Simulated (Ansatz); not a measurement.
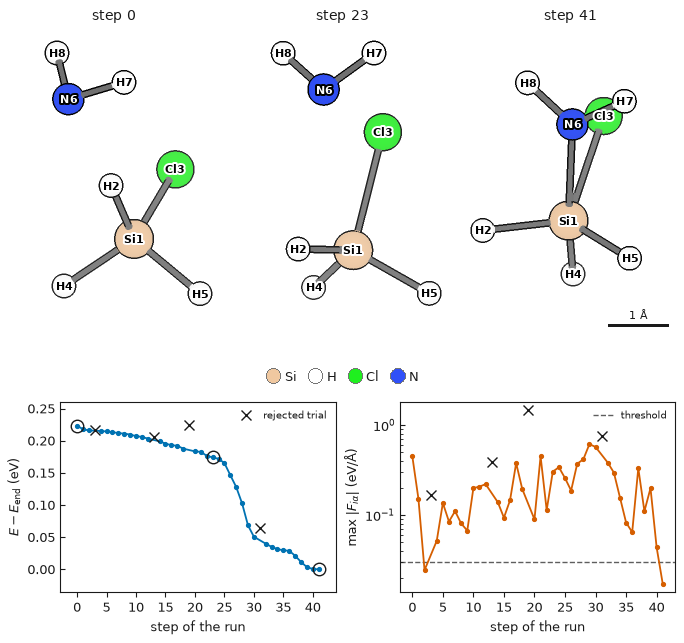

Frames of a relaxation of SiNH5Cl (multiplicity 2), marked on the history of the run. A ball-and-stick model, seen from a free direction.

The run prepares an end point of a later path (reaction) calculation, from a guessed geometry.

Level of theory: Ansatz 0.2.0, UKS revPBE-D4/6-31G*. (collinear spin; force threshold 0.03 eV/Å; at most 50 steps)

Q: Describe the path.

A: The atom that moves furthest after the best rigid fit is H2 (1.61 Å). Largest moves by element: H 1.61 Å, Cl 1.33 Å, N 1.31 Å, Si 0.72 Å. Some distances before and after: Cl3–N6 4.783 → 2.529 Å, Si1–N6 3.732 → 2.012 Å, Si1–Cl3 2.091 → 2.247 Å, Si1–H2 1.475 → 1.505 Å. New bonds form, among them: Si1–N6 (3.73 → 2.01 Å). Among the angles between lasting bonds that change: Cl3–Si1–H4 108.3° → 89.7°, Cl3–Si1–H5 108.1° → 119.2°, H2–Si1–Cl3 108.5° → 119.3°. After 37 accepted moves (41 points after the start) the energy has fallen by 0.223 eV. The largest force component goes from 0.45 to 0.017 eV/Å. The line search rejected the trial steps at points 3, 13, 19, 31 of the run. The forces were under the threshold at step 2, but the run went on from there. Cost: 75 s on 2 threads of Arm Neoverse V1 (shared host), peak memory 0.16 GiB. From step 0 to 23: Cl3 moves most (1.38 Å), energy −0.049 eV. From step 23 to 41: H5 moves most (1.11 Å), energy −0.174 eV.

```tsv
step	E − E(0), eV	largest force component, eV/Å	note
0	0.0000	0.4530	
1	-0.0056	0.1526	
2	-0.0074	0.0245	
3	-0.0068	0.1695	rejected
4	-0.0083	0.0519	
5	-0.0090	0.1367	
6	-0.0100	0.0851	
7	-0.0116	0.1111	
8	-0.0124	0.0810	
9	-0.0139	0.0675	
10	-0.0162	0.2003	
12	-0.0201	0.2217	
13	-0.0173	0.3886	rejected
15	-0.0278	0.0939	
17	-0.0312	0.3796	
18	-0.0357	0.1956	
20	-0.0400	0.0901	
21	-0.0407	0.4518	
23	-0.0494	0.3050	
25	-0.0582	0.2587	
26	-0.0770	0.1881	
28	-0.1209	0.4184	
30	-0.1727	0.5741	
31	-0.1593	0.7518	rejected
33	-0.1884	0.2979	
34	-0.1921	0.1574	
36	-0.1946	0.0648	
38	-0.2120	0.1108	
39	-0.2200	0.1999	
41	-0.2234	0.0173
```

Limits of the set-up: the start holds two separate molecules, 2.3 Å apart at their closest, whose relative position is a soft coordinate.
